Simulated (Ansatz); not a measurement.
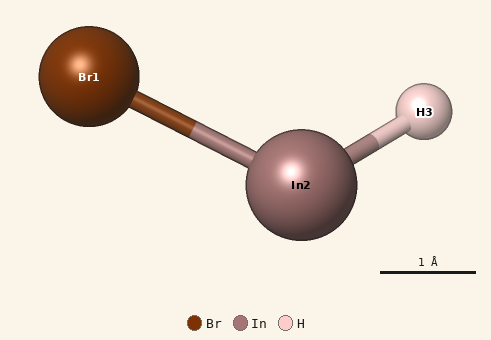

Fig. 1: The structure as given in the input (ball-and-stick view, seen at a tilt; atoms are numbered from 1 in the order of the input). Sticks mark near contacts. Bond lengths as drawn: Br–In 2.51 Å and H–In 1.77 Å.

**What a change does: single-point calculation on InHBr**

System: InHBr, multiplicity 2, SMILES [Br][InH].
Method of run 1: UKS SPW92/def2-TZVPP (Ansatz 0.2.0).

The geometry comes from this level: PBE0-D4/def2-TZVP. Text and figures count atoms from 1; the logs count them from 0 in places.

The input, run 1:
```yaml
crystal:
  periodic: [false, false, false]
  atoms:
    - {symbol: Br, position_ang: [1.752367, -0.309284, 0.917020]}
    - {symbol: In, position_ang: [-0.424622, -0.617753, -0.295299]}
    - {symbol: H, position_ang: [-1.338743, 0.862238, -0.635021]}
basis:
  gaussian: {orbitals: def2-TZVPP}
magnetization: {spin_polarized: true, initial_magnetization: 1}
hamiltonian: {xc: lda}
output: {orbitals: {seedname: orbitals}}
```

Hardware: 2 CPU threads, shared host.

Output (run 1):
```
Functional definition: SPW92
  exchange = slater_x
  correlation = pw_c
823 factors; their error is unknown
mean field evaluation 1: about -75129.9712 eV, gradient 1.6e1 eV
mean field evaluation 2: about -75126.8554 eV, gradient 2.7e1 eV
mean field evaluation 4: about -75131.2701 eV, gradient 2.2e0 eV
mean field evaluation 8: about -75131.2994 eV, gradient 4.7e-2 eV
mean field evaluation 16: about -75131.2743 eV, gradient 2.8e-5 eV
mean field -75131.27429771 eV, -2761.0234046341 hartree, gradient 2.8e-5 eV, S^2 0.752244; 0 other end points of the search recorded, 0 dependent functions left out
reference -75131.27433782 eV, -2761.0234061082 hartree; 29, 28 occupied and 83, 84 virtual orbitals, 823 factors
Total energy: -75131.27433782 eV, -2761.0234061082 hartree
```

For run 2 the input was changed thus:
```diff
-hamiltonian: {xc: lda}
+hamiltonian: {xc: {name: CAM-B3LYP}, dispersion: d4}
```

How does run 2 compare with run 1?

The total energies belong to different models, so their difference says nothing on which is more stable or more accurate. The HOMO goes from −5.35 to −7.44 eV. The LUMO goes from −4.58 to −2.65 eV.

Output (run 2):
```
Functional definition: CAM-B3LYP
  parameter alpha = 0.19
  parameter beta = 0.46
  parameter omega = 0.33/bohr
  parameter ac = 0.81
  exchange = (1 - alpha - beta)*b88_x + beta*b88_x_sr(omega) + alpha*exact_x + beta*exact_x_lr(omega)
  correlation = (1 - ac)*vwn5_c + ac*lyp_c
937 factors; their error is unknown
200 factors; integrals over basis functions are off by at most 8.1e-5 eV
mean field evaluation 1: about -75238.6547 eV, gradient 1.1e1 eV
mean field evaluation 2: about -75238.9765 eV, gradient 1.1e1 eV
mean field evaluation 4: about -75239.5305 eV, gradient 4.7e-1 eV
mean field evaluation 8: about -75239.8999 eV, gradient 4.9e-2 eV
mean field evaluation 16: about -75239.8999 eV, gradient 1.1e-4 eV
mean field -75239.89994902 eV, -2765.0153236906 hartree, gradient 5.7e-5 eV, S^2 0.758526; 0 other end points of the search recorded, 0 dependent functions left out
reference -75239.90005858 eV, -2765.0153277168 hartree; 29, 28 occupied and 83, 84 virtual orbitals, 937 factors
Total energy: -75239.95007170 eV, -2765.0171656650 hartree
```

The two runs side by side:

```tsv
quantity	run 1	run 2
outcome	converged	converged
total energy (hartree)	−2761.023406	−2765.017166
HOMO (eV)	−5.35	−7.44
LUMO (eV)	−4.58	−2.65
⟨S²⟩	0.752	0.759
basis functions	112	112
wall time (shared host)	0.8 s	2.4 s
```
